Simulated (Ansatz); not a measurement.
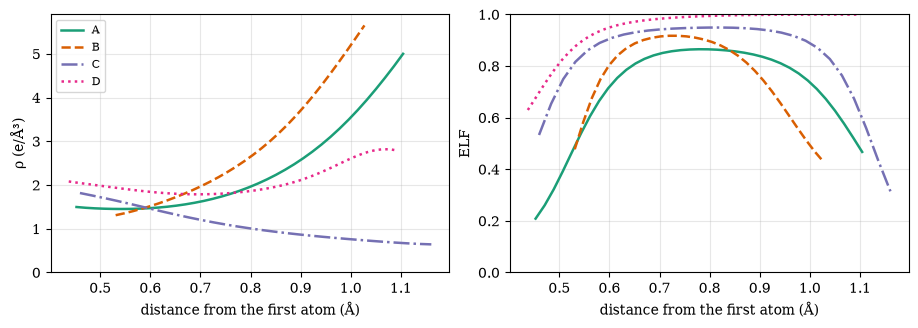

*C₂H₉BO₂Si (SMILES COBOC[SiH3]). Total electron density and ELF along straight lines between neighbouring atoms. The curves leave out the atomic cores.*

Theory: Ansatz 0.2.0, RKS B3LYP/6-31G.

```csv
atom,x (Å),y (Å),z (Å)
C,1.8842,-1.0260,2.4875
O,0.6575,-0.5651,1.8705
B,0.4129,-0.6178,0.5240
O,-0.7948,-0.1414,0.0729
C,-1.1803,-0.1292,-1.3357
Si,-1.5126,1.7004,-1.8693
H,2.5785,-1.4380,1.7460
H,1.6340,-1.7960,3.2214
H,2.3544,-0.1822,2.9986
H,1.2236,-1.0642,-0.2410
H,-0.3989,-0.5871,-1.9565
H,-2.0907,-0.7286,-1.4356
H,-0.2553,2.5037,-1.7088
H,-1.9326,1.7275,-3.3155
H,-2.6016,2.2933,-1.0289
```

Question: Which curve belongs to which contact (B–O, C–H, C–O and C–Si)? The first atom named is at distance zero.

Answer: Curve A: C–O (1.45 Å): the density is about 1.7 e/Å³ at the midpoint, with its minimum of 1.5 e/Å³ about 0.5 Å from C; the ELF peaks at about 0.85 between the atoms, as expected for a shared but strongly polarised pair. Curve B: B–O (1.37 Å): ρ at the midpoint is about 1.9 e/Å³; the ELF peaks at about 0.90 between the atoms: a shared but strongly polarised pair. Curve C: C–Si (1.93 Å): ρ at the midpoint is about 0.79 e/Å³; the ELF peaks at about 0.95 between the atoms; localised, covalent bonding. Curve D: C–H (1.09 Å): the density is about 1.9 e/Å³ at the midpoint; the ELF climbs to about 1 towards the hydrogen, as it does in any bond to H (an ordinary covalent bond to hydrogen).
